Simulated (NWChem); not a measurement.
**C2H2F2 (vinylidene fluoride) at 5 levels**

Aim: a comparison of 5 runs (B3LYP/aug-cc-pVDZ, BHLYP/aug-cc-pVDZ, M06-2X/aug-cc-pVDZ, M06-L/aug-cc-pVDZ, PBE0/aug-cc-pVDZ) of C2H2F2 (vinylidene fluoride). 

The results are computed with NWChem 7.3.0.

## Step 1: The molecule

C2H2F2: 6 atoms, total charge 0, spin state singlet. SMILES: `C=C(F)F`. The coordinates come from a PBE0-D4/def2-TZVP relaxation.

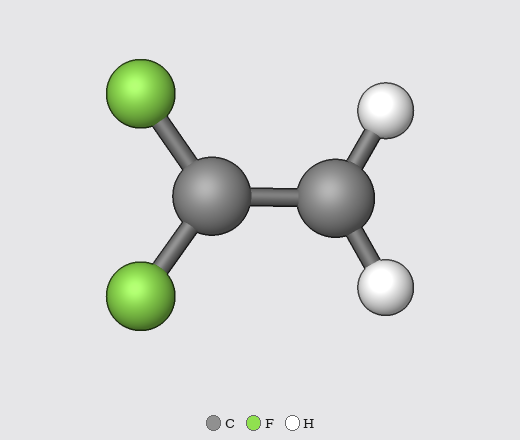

Viewed from a chosen angle; carbon grey, fluorine green, hydrogen white.

## Step 2: Energy and gradient at B3LYP/aug-cc-pVDZ (run 1)

Input file c2h2f2.nw:

```
start c2h2f2
title "C2H2F2"
memory total 2200 mb

geometry units angstroms noautosym nocenter noautoz
  C       -0.115900       0.471000      -0.544400
  C        0.105000      -0.394600       0.420100
  F       -0.454900      -0.363600       1.607600
  F        0.919200      -1.422100       0.343000
  H        0.394200       0.360600      -1.488400
  H       -0.805600       1.284800      -0.384200
end

basis spherical bse
  * library aug-cc-pVDZ
end

dft
  xc b3lyp
  grid fine
  convergence energy 1e-08
  maxiter 100
  mulliken
  print low
end

task dft gradient
```

The run is started by

```console
$ nwchem c2h2f2.nw > c2h2f2.out
```

Log:

```text
[...]
 d= 0,ls=0.0,diis     1   -276.9972475028 -3.95D+02  2.20D-02  9.92D-01     4.5
[...]
 d= 0,ls=0.0,diis     8   -277.1028404381  5.99D-09  5.57D-06  4.00D-07    29.5
         Total DFT energy =     -277.102840438106
      One electron energy =     -616.125135288125
           Coulomb energy =      253.263097519843
    Exchange-Corr. energy =      -32.494002862347
 Nuclear repulsion energy =      118.253200192523
[...]
                         DFT ENERGY GRADIENTS
    atom               coordinates                        gradient
                 x          y          z           x          y          z
   1 C      -0.219019   0.890061  -1.028767    0.001379  -0.005346   0.005936
   2 C       0.198421  -0.745686   0.793874    0.001146  -0.004495   0.005007
   3 F      -0.859636  -0.687104   3.037923    0.007552  -0.000367  -0.016103
   4 F       1.737036  -2.687379   0.648176   -0.011010   0.013927   0.000988
   5 H       0.744930   0.681435  -2.812668   -0.002035   0.000063   0.004395
   6 H      -1.522363   2.427920  -0.726033    0.002967  -0.003781  -0.000224
 Task  times  cpu:       40.2s     wall:       40.2s
 Total times  cpu:       40.2s     wall:       40.2s
```

Run time: 41 s. Hardware: 1 thread of Intel Xeon Platinum 8259CL at 2.50GHz (Skylake/Cascade Lake), shared host; peak memory 0.11 GiB.

## Step 3: Energy and gradient at BHLYP/aug-cc-pVDZ (run 2)

Input file c2h2f2.nw:

```
echo
start c2h2f2
title "C2H2F2"
memory total 2200 mb
geometry units angstrom noautosym nocenter noautoz
  C       -0.115900       0.471000      -0.544400
  C        0.105000      -0.394600       0.420100
  F       -0.454900      -0.363600       1.607600
  F        0.919200      -1.422100       0.343000
  H        0.394200       0.360600      -1.488400
  H       -0.805600       1.284800      -0.384200
end
basis "ao basis" spherical bse
  * library aug-cc-pVDZ
end
dft
  xc bhlyp
  grid fine
  convergence energy 1e-08
  iterations 100
  mulliken
end
task dft gradient
```

The run is started by

```console
$ nwchem c2h2f2.nw > c2h2f2.out
```

Log:

```text
[...]
          Wavefunction type:  closed shell.
          No. of atoms     :     6
          No. of electrons :    32
[...]
          Charge           :     0
          Spin multiplicity:     1
[...]
          AO basis - number of functions:   110
[...]
              XC Information
              --------------
                        BHLYP Method XC Functional
                     Hartree-Fock (Exact) Exchange  0.500
                        Slater Exchange Functional  0.500 local
                    Becke 1988 Exchange Functional  0.500 non-local
              Lee-Yang-Parr Correlation Functional  1.000
[...]
 d= 0,ls=0.0,diis     1   -276.8865833632 -3.95D+02  1.43D-02  8.21D-01     4.5
[...]
 d= 0,ls=0.0,diis    10   -276.9791236880 -2.07D-09  6.35D-07  3.55D-09    35.7
         Total DFT energy =     -276.979123688033
      One electron energy =     -616.153539494778
           Coulomb energy =      253.314709895969
    Exchange-Corr. energy =      -32.393494281747
 Nuclear repulsion energy =      118.253200192523
[...]
  wavefunction    = closed shell
                         DFT ENERGY GRADIENTS
    atom               coordinates                        gradient
                 x          y          z           x          y          z
   1 C      -0.219019   0.890061  -1.028767   -0.000388   0.001582  -0.001783
   2 C       0.198421  -0.745686   0.793874    0.000955  -0.003745   0.004171
   3 F      -0.859636  -0.687104   3.037923    0.000065   0.000584  -0.001123
   4 F       1.737036  -2.687379   0.648176   -0.000463   0.000985  -0.000631
   5 H       0.744930   0.681435  -2.812668    0.000307  -0.000009  -0.000670
   6 H      -1.522363   2.427920  -0.726033   -0.000477   0.000604   0.000035
[...]
```

Wall time 47 s (1 thread of Intel Xeon Platinum 8259CL at 2.50GHz (Skylake/Cascade Lake), shared host); peak memory 0.12 GiB.

Runs 3 to 4 aren't shown in full; the table further down has their settings and results.

## Step 4: Energy and gradient at PBE0/aug-cc-pVDZ (run 5)

Input file a.nw:

```
start a
memory total 2200 mb

geometry units angstroms noautosym nocenter noautoz
   C    -0.115900    0.471000   -0.544400
   C     0.105000   -0.394600    0.420100
   F    -0.454900   -0.363600    1.607600
   F     0.919200   -1.422100    0.343000
   H     0.394200    0.360600   -1.488400
   H    -0.805600    1.284800   -0.384200
end

basis "ao basis" spherical bse
   C library aug-cc-pVDZ
   F library aug-cc-pVDZ
   H library aug-cc-pVDZ
end

dft
   xc pbe0
   grid fine
   convergence energy 1e-08
   iterations 100
   mulliken
end

task dft gradient
```

The run is started by

```console
$ nwchem a.nw > a.out
```

Log:

```text
[...]
          Wavefunction type:  closed shell.
          No. of atoms     :     6
          No. of electrons :    32
[...]
          Charge           :     0
          Spin multiplicity:     1
[...]
          AO basis - number of functions:   110
[...]
              XC Information
              --------------
                         PBE0 Method XC Functional
                     Hartree-Fock (Exact) Exchange  0.250
          PerdewBurkeErnzerhof Exchange Functional  0.750
            Perdew 1991 LDA Correlation Functional  1.000 local
           PerdewBurkeErnz. Correlation Functional  1.000 non-local
[...]
 d= 0,ls=0.0,diis     1   -276.7194059723 -3.95D+02  1.85D-02  9.51D-01     4.5
[...]
 d= 0,ls=0.0,diis     8   -276.8210776804 -6.87D-09  5.06D-06  3.03D-07    29.8
         Total DFT energy =     -276.821077680428
      One electron energy =     -616.108672852566
           Coulomb energy =      253.240347825095
    Exchange-Corr. energy =      -32.205952845480
 Nuclear repulsion energy =      118.253200192523
[...]
  wavefunction    = closed shell
                         DFT ENERGY GRADIENTS
    atom               coordinates                        gradient
                 x          y          z           x          y          z
   1 C      -0.219019   0.890061  -1.028767    0.000868  -0.003343   0.003703
   2 C       0.198421  -0.745686   0.793874    0.000226  -0.000888   0.000988
   3 F      -0.859636  -0.687104   3.037923    0.003851   0.000009  -0.008541
   4 F       1.737036  -2.687379   0.648176   -0.005737   0.007390   0.000290
   5 H       0.744930   0.681435  -2.812668   -0.002187   0.000401   0.004165
   6 H      -1.522363   2.427920  -0.726033    0.002978  -0.003569  -0.000605
[...]
```

Run time: 41 s. Hardware: 1 thread of Intel Xeon Platinum 8259CL at 2.50GHz (Skylake/Cascade Lake), shared host; peak memory 0.12 GiB.

## Step 5: The series

| run | level | energy (Eh) | largest force (eV/Å) | wall time |
| --- | --- | --- | --- | --- |
| 1 | B3LYP/aug-cc-pVDZ | -277.102840 | 0.915 | 41 s |
| 2 | BHLYP/aug-cc-pVDZ | -276.979124 | 0.292 | 47 s |
| 3 | M06-2X/aug-cc-pVDZ | -277.005254 | 0.472 | 56 s |
| 4 | M06-L/aug-cc-pVDZ | -277.064238 | 0.602 | 71 s |
| 5 | PBE0/aug-cc-pVDZ | -276.821078 | 0.482 | 41 s |

## Step 6: What came out

```
                       quantity          value
            run 5: total energy  -276.82108 Eh
           run 5: dipole moment         1.24 D
             run 5: HOMO energy       -7.79 eV
             run 5: LUMO energy        0.04 eV
           run 5: HOMO–LUMO gap        7.83 eV
run 5: largest force on an atom     0.482 eV/Å
```

In words: Over runs 2, 3, 4, 5 the dipole moment (its size) runs from 1.11 D (M06-L/aug-cc-pVDZ) to 1.41 D (BHLYP/aug-cc-pVDZ). Over runs 2, 3, 4, 5 the HOMO–LUMO gap runs from 6.33 eV (M06-L/aug-cc-pVDZ) to 9.24 eV (BHLYP/aug-cc-pVDZ). Totals of different functionals can't be ranked against each other. All runs together took 4.3 min, the longest 71 s.
